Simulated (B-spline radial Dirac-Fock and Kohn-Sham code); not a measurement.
The ion Cu²⁺, configuration [Ar] 3d9, inside a Watson sphere of charge −2 and radius 2.7 Å that stands in for a crystal. Method: Dirac–Fock ΔSCF energies in intermediate coupling of the two holes, Coulomb rates, valence shells as spectators (computed with a B-spline radial code).

What should this plot look like? The Auger multiplet of an L2 hole with both final holes in M23, lines labelled by the leading pair of holes and J, as sticks. Kinetic energies count from the vacuum level; very weak lines are left out. Lines are named by their largest jj component, which in light atoms can differ from the customary names.

The strongest line is L2-M2M3 J=2 at 749.3 eV (49 % of the multiplet), followed by L2-M2M3 J=1 at 752.8 eV (24 %), L2-M2M2 J=0 at 742.8 eV (17 %), L2-M3M3 J=0 at 752.7 eV (5.2 %). The lines shown span 742.8 eV to 754.9 eV.

The computed plot:

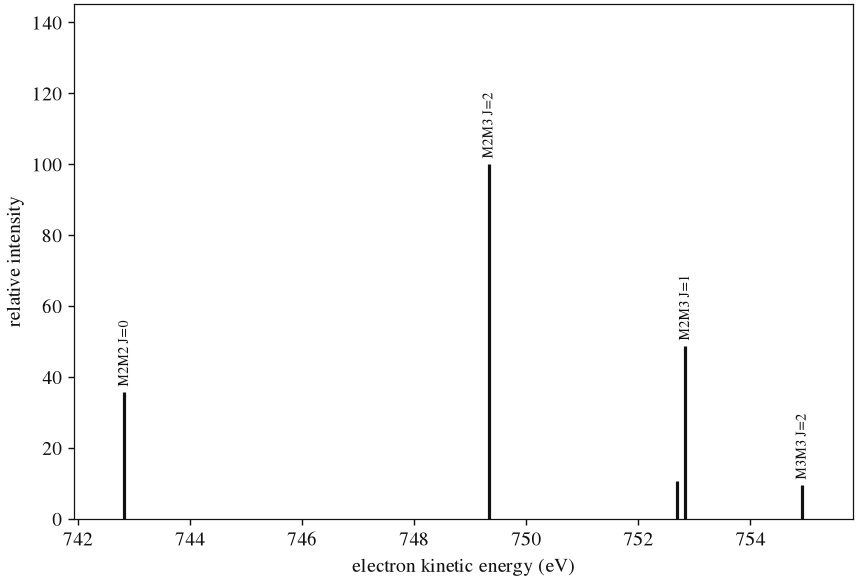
